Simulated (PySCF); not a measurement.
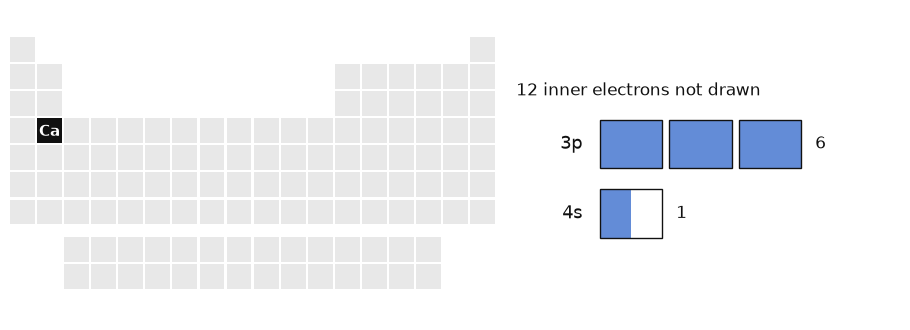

**Figure 1.** Left, the place of calcium in the periodic table; right, the outer shells of the nominal configuration: a box for each of the 2l + 1 orbitals, shaded by the share of the shell that is filled, with the electron count at the right.

**Run report: Ca⁺, atomic calculation**

System: Ca⁺, configuration 1s2 2s2 2p6 3s2 3p6 4s1, multiplicity 2.
Method: unrestricted wB97X, aug-cc-pVQZ-X2C, spin-free X2C-1e, Gaussian nucleus (PySCF).

**Input**
```python
from pyscf import gto, scf, dft, mp, cc
import basis_set_exchange as bse
mol = gto.M(atom="Ca 0 0 0", charge=1, spin=1, symmetry="D2h",
            basis=gto.basis.parse(bse.get_basis("aug-cc-pVQZ-X2C", elements=["Ca"], fmt="nwchem")),
            nucmod="G")
mf = dft.UKS(mol, xc="WB97X").sfx2c1e()
mf.irrep_nelec = {'Ag': (4, 3), 'B1u': (2, 2), 'B2u': (2, 2), 'B3u': (2, 2)}
mf.kernel()
```

The script is an equivalent of what the driver set up; the driver started from orbitals of its own, so the log can be shorter than this script's would be, and it computed the properties (radii, ⟨L²⟩, response) afterwards. It held the occupations shell by shell, which the script's counts by irreducible representation don't always enforce.

Hardware: 1 CPU thread, shared host.

**Output (extracts)**
```
damping factor = 0
level_shift factor = 0
DIIS = <class 'pyscf.scf.diis.CDIIS'>
diis_start_cycle = 1
diis_space = 10
diis_damp = 0
SCF conv_tol = 1e-09
SCF conv_tol_grad = None
number electrons alpha = 10  beta = 9
XC functionals = WB97X
    J.-D. Chai and M. Head-Gordon.,  J. Chem. Phys. 128, 084106 (2008)
cycle= 1 E= -680.238404758186  delta_E= -0.00163  |g|= 0.00554  |ddm|= 1.23
cycle= 2 E= -680.238449408674  delta_E= -4.47e-05  |g|= 0.00153  |ddm|= 0.148
cycle= 3 E= -680.238455656086  delta_E= -6.25e-06  |g|= 0.00141  |ddm|= 0.0535
cycle= 4 E= -680.238455628529  delta_E= 2.76e-08  |g|= 0.000467  |ddm|= 0.00669
cycle= 5 E= -680.238455851198  delta_E= -2.23e-07  |g|= 0.000392  |ddm|= 0.0107
cycle= 6 E= -680.238455870769  delta_E= -1.96e-08  |g|= 0.000338  |ddm|= 0.00127
cycle= 7 E= -680.238455892114  delta_E= -2.13e-08  |g|= 0.000268  |ddm|= 0.00136
cycle= 8 E= -680.238455917745  delta_E= -2.56e-08  |g|= 0.000148  |ddm|= 0.00226
cycle= 9 E= -680.238455926392  delta_E= -8.65e-09  |g|= 0.000109  |ddm|= 0.00123
cycle= 10 E= -680.238455924866  delta_E= 1.53e-09  |g|= 0.000109  |ddm|= 0.00024
[... 40 cycles left out ...]
SCF not converged.
SCF energy = -680.238455924118 after 50 cycles  <S^2> = 0.75030453  2S+1 = 2.0003045

damping factor = 0
level_shift factor = 0.3
DIIS = <class 'pyscf.scf.diis.CDIIS'>
diis_start_cycle = 1
diis_space = 10
diis_damp = 0
SCF conv_tol = 1e-09
SCF conv_tol_grad = None
number electrons alpha = 10  beta = 9
XC functionals = WB97X
    J.-D. Chai and M. Head-Gordon.,  J. Chem. Phys. 128, 084106 (2008)
[... 42 cycles left out ...]
cycle= 43 E= -680.238455927376  delta_E= -3.17e-09  |g|= 0.00023  |ddm|= 0.000307
cycle= 44 E= -680.238455929779  delta_E= -2.4e-09  |g|= 0.000416  |ddm|= 0.000119
cycle= 45 E= -680.238455940714  delta_E= -1.09e-08  |g|= 0.000643  |ddm|= 0.000436
cycle= 46 E= -680.238455919  delta_E= 2.17e-08  |g|= 0.000147  |ddm|= 0.00145
cycle= 47 E= -680.238455912094  delta_E= 6.91e-09  |g|= 0.000183  |ddm|= 0.000633
cycle= 48 E= -680.23845591314  delta_E= -1.05e-09  |g|= 0.000176  |ddm|= 0.000101
cycle= 49 E= -680.238455922909  delta_E= -9.77e-09  |g|= 0.000141  |ddm|= 0.00111
cycle= 50 E= -680.238455923289  delta_E= -3.81e-10  |g|= 0.000216  |ddm|= 7.19e-05
cycle= 51 E= -680.238455917  delta_E= 6.29e-09  |g|= 0.000163  |ddm|= 0.000627
cycle= 52 E= -680.238455913528  delta_E= 3.47e-09  |g|= 0.000179
```

**What the run reported**

| quantity | value |
| --- | --- |
| outcome | not converged |
| total energy | −680.238456 hartree |
| ⟨S²⟩ | 0.750 |
| SCF iterations | 170 |
| CPU time | 77 s (integrals apart) |

**What went wrong**

The run did not meet its convergence test in 170 iterations, so its last values are not results.
